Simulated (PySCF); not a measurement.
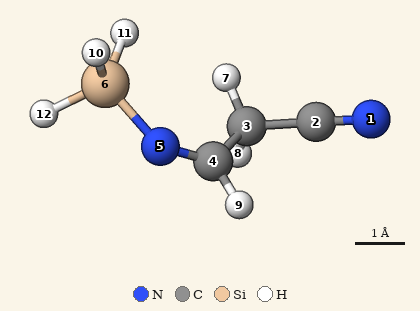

Fig. 1: The structure (ball-and-stick view, seen at a tilt; atoms are numbered from 1 in the order of the input).

## NMR shielding calculation, with input and output: C3H6N2Si

C3H6N2Si, computed with GIAO PBE0/def2-TZVP NMR shielding, non-relativistic, gas phase (PySCF 2.14.0).

The geometry comes from this level: PBE0-D3(BJ)/def2-SVP. Figures and captions count atoms from 1; the log counts them from 0 in places.

**Log**
```
coarse grid: 10728 points
cycle   1  E = -516.5228902010  dE =  5.636e-01  |g| = 5.755e-01  |ddm| = 2.702e+00
cycle   2  E = -516.2329523332  dE =  2.899e-01  |g| = 1.286e+00  |ddm| = 1.630e+00
cycle   3  E = -516.5987846897  dE = -3.658e-01  |g| = 1.065e-01  |ddm| = 1.149e+00
cycle   4  E = -516.6003207052  dE = -1.536e-03  |g| = 6.855e-02  |ddm| = 1.118e-01
cycle   5  E = -516.6011787836  dE = -8.581e-04  |g| = 2.760e-02  |ddm| = 6.318e-02
cycle   6  E = -516.6013466476  dE = -1.679e-04  |g| = 2.969e-03  |ddm| = 2.332e-02
cycle   7  E = -516.6013486508  dE = -2.003e-06  |g| = 1.262e-03  |ddm| = 3.555e-03
final grid: 99768 points
cycle   8  E = -516.5901042951  dE = -4.055e-05  |g| = 6.276e-03  |ddm| = 6.509e-02
cycle   9  E = -516.5901014888  dE =  2.806e-06  |g| = 7.017e-03  |ddm| = 1.307e-02
cycle  10  E = -516.5901132974  dE = -1.181e-05  |g| = 8.327e-04  |ddm| = 6.494e-03
cycle  11  E = -516.5901134200  dE = -1.226e-07  |g| = 4.296e-04  |ddm| = 9.829e-04
cycle  12  E = -516.5901134580  dE = -3.799e-08  |g| = 1.177e-04  |ddm| = 2.785e-04
cycle  13  E = -516.5901134609  dE = -2.959e-09  |g| = 4.013e-05  |ddm| = 1.281e-04
cycle  14  E = -516.5901134612  dE = -2.410e-10  |g| = 2.175e-05  |ddm| = 3.661e-05
```

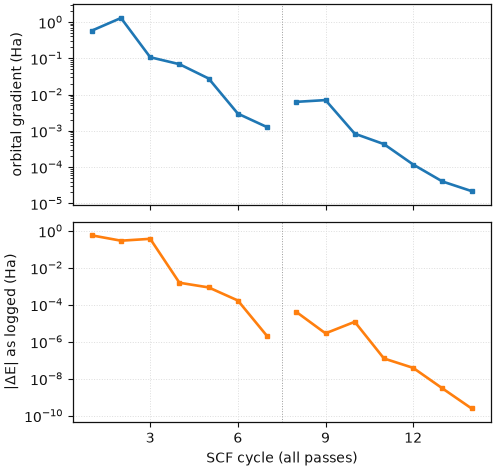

Fig. 2: Convergence of the self-consistent field: orbital gradient and size of the energy change against the SCF cycle. The dotted line marks the change from a coarse to the final integration grid. The first 7 cycles use a coarse grid, the final grid takes over at cycle 8, and the field converges after 14 cycles in all.

```
converged SCF energy = -516.5901134612

GIAO shielding tensors (ppm)
atom      isotropic    diamagn.    paramagn.     s11        s22        s33       span
  0 N      -37.433     329.363    -366.796   -211.166   -197.618    296.485    507.651
  1 C       67.907     264.593    -196.686    -44.555    -41.094    289.370    333.924
  2 C      158.637     247.629     -88.992    141.309    156.909    177.693     36.384
  3 C       13.398     253.647    -240.250    -83.200      7.590    115.802    199.003
  4 N     -113.939     316.129    -430.068   -467.219   -143.914    269.317    736.536
  5 Si     400.949     879.279    -478.331    371.841    381.633    449.371     77.531
  6 H       28.020      31.444      -3.423     23.569     28.204     32.288      8.718
  7 H       28.702      28.593       0.109     24.615     28.604     32.886      8.271
  8 H       22.682      29.308      -6.627     20.495     22.185     25.365      4.870
  9 H       26.281      29.129      -2.848     24.153     24.708     29.983      5.830
 10 H       26.073      30.263      -4.190     22.681     25.939     29.598      6.917
 11 H       26.330      28.537      -2.206     24.287     24.719     29.985      5.698
```

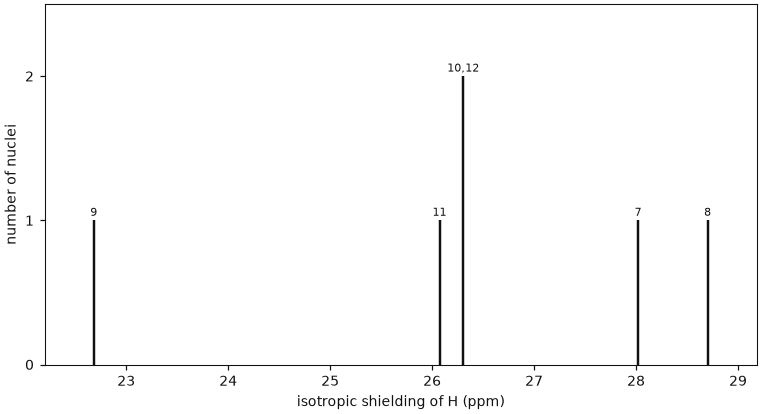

Fig. 3: Isotropic shieldings of the hydrogen nuclei in this fixed geometry, labelled by atom number; shielding grows to the right, so chemical shift grows to the left. The least shielded is H9 (22.7 ppm), the most shielded H8 (28.7 ppm).

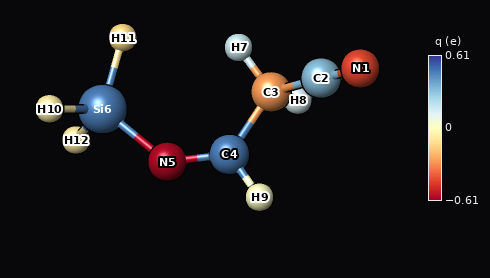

Fig. 4: ESP-fitted charges, as the colour of each atom (ball-and-stick view, seen at a tilt; atoms are numbered from 1 in the order of the input). By element: N −0.58 to −0.44, C −0.27 to +0.46, Si +0.47 and H −0.13 to +0.17 e.

The run was set up as follows.

**The input**
```
{"job": {"kind": "nmr", "xc": "PBE0", "basis": "def2-TZVP", "pop": true}, "charge": 0, "multiplicity": 1}
N     -3.143492     1.747698     0.111023
C     -2.362419     0.919203     0.315959
C     -1.369392    -0.123276     0.531377
C     -0.707666    -0.576700    -0.763592
N      0.508196    -0.845293    -0.932698
Si     1.926531    -0.792786     0.087522
H     -0.619015     0.219748     1.260175
H     -1.879211    -0.995860     0.978519
H     -1.414433    -0.693500    -1.609019
H      2.932502     0.057015    -0.607139
H      1.709288    -0.249572     1.471805
H      2.425312    -2.192393     0.199311
```

The first line tells a small driver script what to run in PySCF; the rest is the geometry in Å.

Launched with:
```bash
OMP_NUM_THREADS=1 python <driver script> task.json out
```

**Summary**

```csv
quantity,value
outcome,converged
total energy,−516.590113 hartree
HOMO,−7.56 eV
LUMO,−1.45 eV
dipole moment,3.20 D
"isotropic shielding, N",−113.9 to −37.4 ppm
"isotropic shielding, C",13.4 to 158.6 ppm
"isotropic shielding, Si",400.9 ppm
"isotropic shielding, H",22.7 to 28.7 ppm
hardware,"1 CPU thread, shared host"
wall time,38 s
peak memory,1 GiB
```
